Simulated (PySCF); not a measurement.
# Sn₃O⁺: relaxation and vibrations of the quartet

Where does quartet Sn₃O⁺ go from a trigonal planar start, is the end point a minimum, and what are its modes, charges and moments?

Computed with PySCF 2.14.0. Level: B3LYP, basis O def2-SVP, Sn def2-SVP with ECP28, scalar-relativistic core potentials, no spin–orbit coupling, density fitting.

## Step 1: Where the work starts

4 atoms, charge 1, spin multiplicity 4.

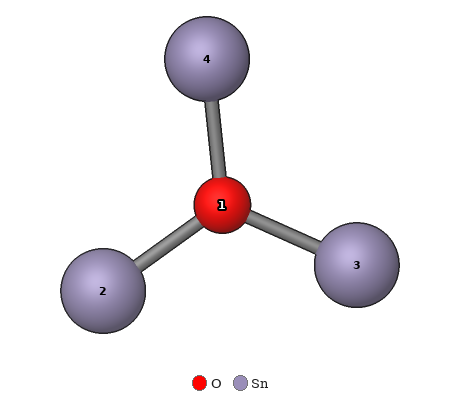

As it starts; oxygen red, tin purple; atoms are numbered from 1 in the order of the file.

```xyz
4
charge 1 multiplicity 4
O     0.0000    0.0000    0.0000
Sn    1.9894    0.0000    0.0000
Sn   -0.9947    1.7229    0.0000
Sn   -0.9947   -1.7229    0.0000
```

## Step 2: Relaxation: trigonal planar start, quartet

One driver script runs all steps and calls PySCF; scf.py shows how it sets up the SCF of each step. The optimiser is the driver's own. Before each start the driver seeks the lowest SCF state from one or more starting densities and follows internal instabilities, so scf.py alone need not reach the same state.

The program finds D3h symmetry in the start, which this walk keeps. Threshold on the gradient: 0.0003 Eh/bohr, with a further test on the energy change.

File scf.py:

```python
from pyscf import gto, scf, dft
mol = gto.M(atom='''
O     -0.000000    -0.000000    -0.000000
Sn     1.989417    -0.000015    -0.000000
Sn    -0.994696     1.722893    -0.000000
Sn    -0.994721    -1.722878     0.000000''',
    basis={'O': 'def2-SVP', 'Sn': 'def2-SVP'},
    ecp={'Sn': 'def2-SVP'},
    charge=1, spin=3)
mf = dft.UKS(mol, xc='B3LYP')
mf.grids.atom_grid = (50, 194)
aux = {'O': 'def2-universal-JKFIT', 'Sn': 'def2-universal-JKFIT'}
mf = mf.density_fit(auxbasis=aux)
mf.kernel()
```

After this run come: Relaxing without the symmetry constraint; Vibrations and properties at this point.

**Question.** What will these runs give? Wanted: minimum; geometry; wavenumbers; dipole moment; highest occupied, lowest empty level; polar-tensor charge of O1; zero-point energy; ⟨S²⟩.

**Answer**, as computed:

| quantity | value |
| --- | --- |
| minimum | quartet, C2v |
| geometry | O–Sn 2.115 Å, O–Sn 2.163 Å (×2), Sn–Sn 2.966 Å; O–Sn–Sn 46.7° (×2), Sn–O–Sn 86.6°, Sn–O–Sn 136.7° (×2) |
| wavenumbers (cm⁻¹) | 56 (b2), 87 (b1), 105 (a1), 188 (a1), 312 (b2), 605 (a1) |
| dipole moment (centre of mass) | 0.65 D |
| highest occupied, lowest empty level (either spin) | -8.42, -8.02 eV |
| polar-tensor charge of O1 | -0.78 e |
| zero-point energy | 8.1 kJ/mol |
| entropy at 298.15 K | 388.7 J/(mol K) |
| ⟨S²⟩ | 3.755 |

What this shows: From D3h at the start the molecule goes to a C2v minimum. In the infrared the band at 605 cm⁻¹ (a1) leads. Other starts or spin states, not run here, may lie lower. The soft modes, below some 90 cm⁻¹, carry numerical noise of tens of cm⁻¹, and the entropy with them. Spin–orbit coupling, left out here, can matter for elements this heavy.
